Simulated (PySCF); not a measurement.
Bond stretch in SMILES CCO. The C1–C5 bond (C1 also carries H, H, H; C5 carries H, H, O) is varied alone, starting from the PBE0/def2-TZVP optimised geometry.

```
9

C      0.0000     0.0000     0.0000
H     -0.8832    -0.5129    -0.3936
H      0.8817    -0.5169    -0.3882
H      0.0000     1.0220    -0.3845
C      0.0000     0.0000     1.5135
O     -1.0894     0.7124     2.0638
H      0.8952     0.4992     1.8916
H      0.0223    -1.0316     1.8921
H     -1.9022     0.3085     1.7493
```

Methods: RHF/STO-3G = restricted Hartree-Fock/STO-3G (PySCF); UHF/STO-3G = unrestricted Hartree-Fock/STO-3G (PySCF 2.14.0); UCCSD(T) = CCSD(T) on UHF/cc-pVDZ, 3 core orbitals frozen (PySCF).

Energies are in kJ/mol, each relative to the lowest point of its own curve near equilibrium.

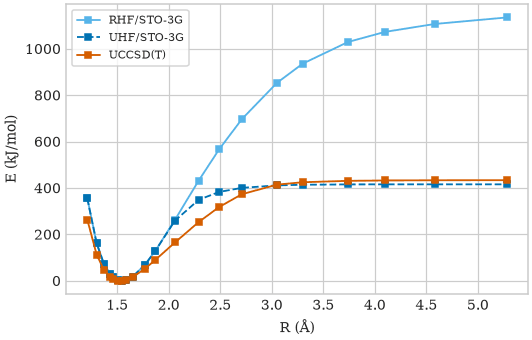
*Energy against bond length for each method.*

```tsv
R / Å	RHF/STO-3G	UHF/STO-3G	UCCSD(T)
1.21	355.2	355.2	263.4
1.30	162.4	162.4	113.1
1.37	74.1	74.1	47.5
1.43	29.3	29.3	16.3
1.46	15.4	15.4	7.3
1.51	2.5	2.5	0.1
1.55	0.0	0.0	0.0
1.59	3.3	3.3	3.9
1.65	17.3	17.3	15.5
1.77	69.2	69.2	52.2
1.87	128.8	128.8	89.8
2.06	262.4	258.6	164.8
2.29	431.3	348.8	252.7
2.49	567.1	382.9	318.1
2.71	696.8	400.4	373.0
3.05	853.0	411.0	414.2
3.30	935.7	413.8	424.6
3.74	1029.3	415.3	430.6
4.10	1072.8	415.5	432.2
4.58	1106.7	415.6	433.1
5.28	1134.9	415.6	433.5
```

At the longest distance, 5.28 Å, RHF/STO-3G lies highest above its minimum (1134.9 kJ/mol) and UHF/STO-3G lowest (415.6 kJ/mol).

The restricted form behind RHF/STO-3G keeps the bonding electrons paired and can't separate into open-shell fragments. The unrestricted determinant behind UHF/STO-3G is spin-contaminated at 2.06 to 5.28 Å (<S²> up to 1.0, against 0.00 for a pure singlet). The unrestricted determinant behind UCCSD(T) is spin-contaminated at 2.29 to 5.28 Å (<S²> up to 1.0, against 0.00 for a pure singlet).
